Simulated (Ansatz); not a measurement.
C₂H₁₁InOSi (SMILES [CH3][InH-]([CH3])[OH+][SiH3])

Input file:

```
crystal:
  periodic: [false, false, false]
  atoms:
    - {symbol: C, position_ang: [-0.395740, 2.308162, -0.943507]}
    - {symbol: In, position_ang: [0.923395, 1.009677, 0.172616]}
    - {symbol: C, position_ang: [1.823340, -0.709274, -0.795555]}
    - {symbol: O, position_ang: [-0.822849, -0.320371, 1.321365]}
    - {symbol: Si, position_ang: [-1.482068, -1.758141, 0.782364]}
    - {symbol: H, position_ang: [-0.953370, 1.743365, -1.693064]}
    - {symbol: H, position_ang: [0.178081, 3.079956, -1.462455]}
    - {symbol: H, position_ang: [-1.103254, 2.806017, -0.278314]}
    - {symbol: H, position_ang: [1.526958, 1.510244, 1.733007]}
    - {symbol: H, position_ang: [2.766377, -0.421301, -1.267037]}
    - {symbol: H, position_ang: [1.174066, -1.113770, -1.574970]}
    - {symbol: H, position_ang: [2.044068, -1.498574, -0.073786]}
    - {symbol: H, position_ang: [-0.689366, -0.206057, 2.265386]}
    - {symbol: H, position_ang: [-0.576197, -2.893318, 1.083563]}
    - {symbol: H, position_ang: [-1.646804, -1.579073, -0.674518]}
    - {symbol: H, position_ang: [-2.789436, -1.980142, 1.449305]}
basis:
  gaussian: {orbitals: def2-TZVPP}
hamiltonian: {xc: pbe0, dispersion: d4}
output: {orbitals: {seedname: orbitals}}
```

Command:

```sh
ansatz run in.yaml --threads 4 --pin off --events-out ev --progress --plain --max-ram 11315MiB
```

Geometry: PBE0-D4/def2-TZVP; core potentials replace the inner electrons of In.

These are results of RKS PBE0-D4/def2-TZVPP (Ansatz), not measurements.

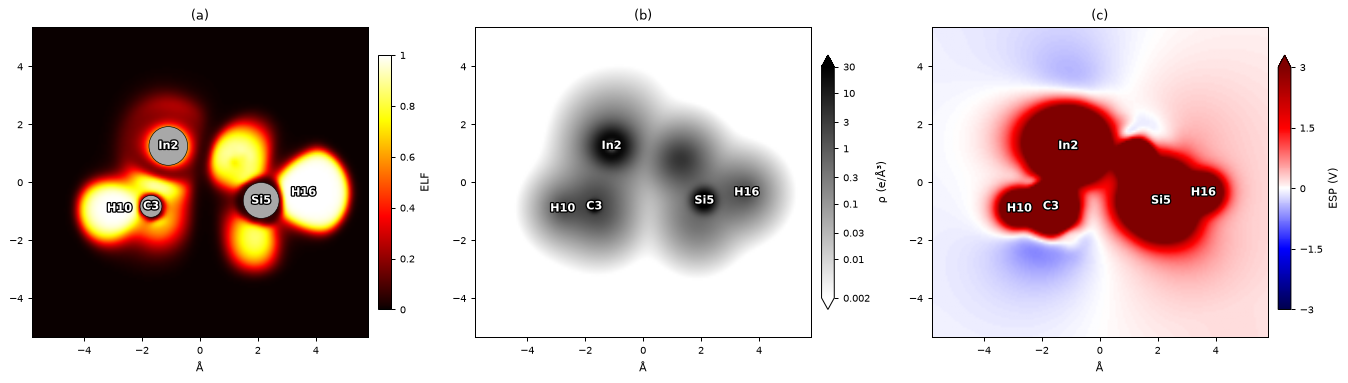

Figure 1. (a) electron localisation function; (b) electron density; (c) electrostatic potential on the plane of atoms In2, C3 and H10. Grey discs cover the atomic cores in the ELF map.

Q: What do the fields say about this system?

A: The plane passes through In, C, Si and H nuclei. C–In (2.17 Å): the density is about 0.65 e/Å³ at the midpoint; the ELF peaks at about 0.90 in the valence shell of C, 0.7 Å from its nucleus, and drops to about 0.20 between the two atoms. C–H (1.09 Å): ρ at the midpoint is about 1.9 e/Å³; the ELF climbs to about 1 towards the hydrogen, as it does in any bond to H (an ordinary covalent bond to hydrogen). Si–H (1.48 Å): the density is about 0.83 e/Å³ at the midpoint; the ELF climbs to about 1 towards the hydrogen. The ELF also peaks beside O4, away from the bonds: lone-pair regions. Outside the dense part of the molecule the potential is most negative (−0.7 V) near C3.

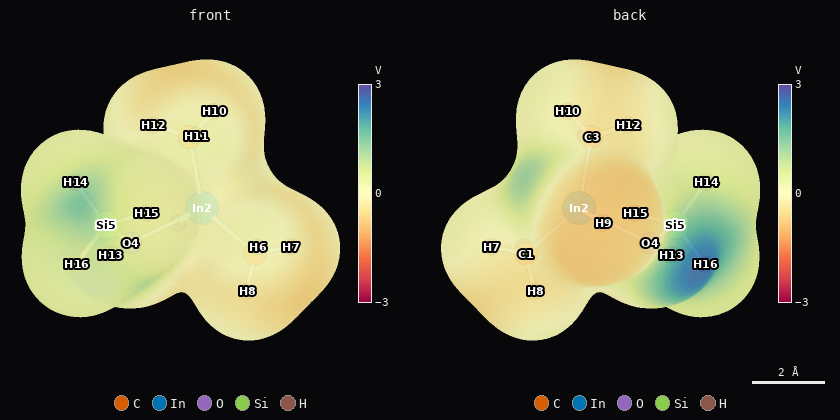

Figure 2. The molecular electrostatic potential painted on the density surface at 0.001 e/bohr³, seen from the front and from behind; the colour scale runs from red (negative) to blue (positive).

Q: Where is the surface potential most negative and most positive?

A: The most negative region (about −0.8 V) lies over H9, the most positive (about +2.5 V) over H13.

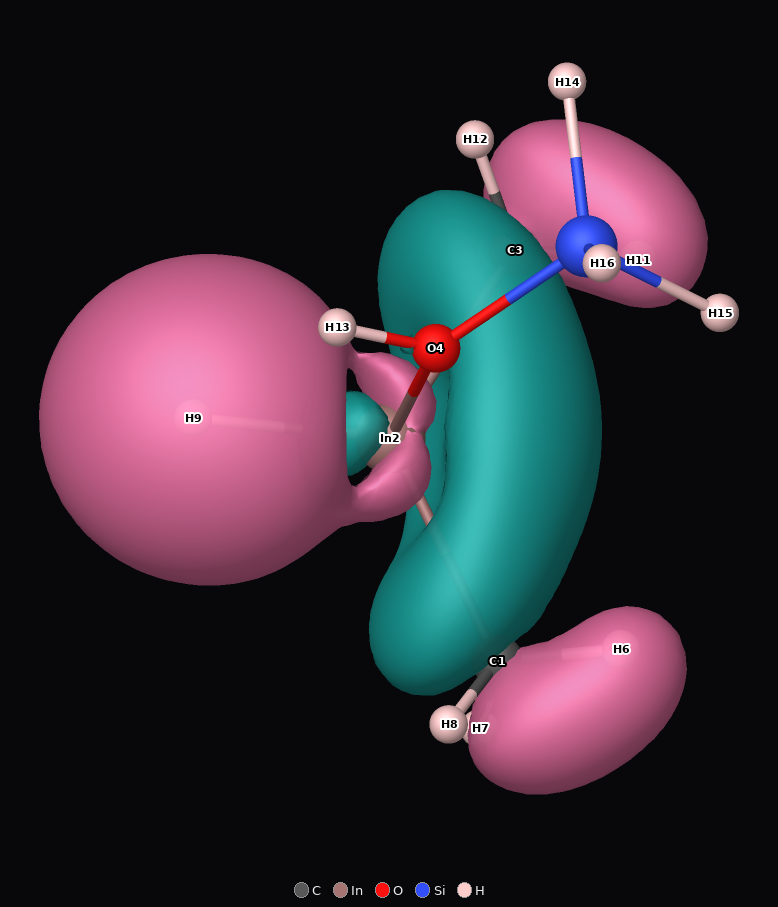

Figure 3. The HOMO−1 at ±0.08 Å⁻³ᐟ² (teal and pink are the two phases), seen at an oblique angle.

Q: Describe this orbital and give its energy.

A: Its weight (Hirshfeld) is mainly on H9 (about 35 %), In2 (about 30 %), C3 (about 15 %) and C1 (about 10 %). Its energy is −7.07 eV.
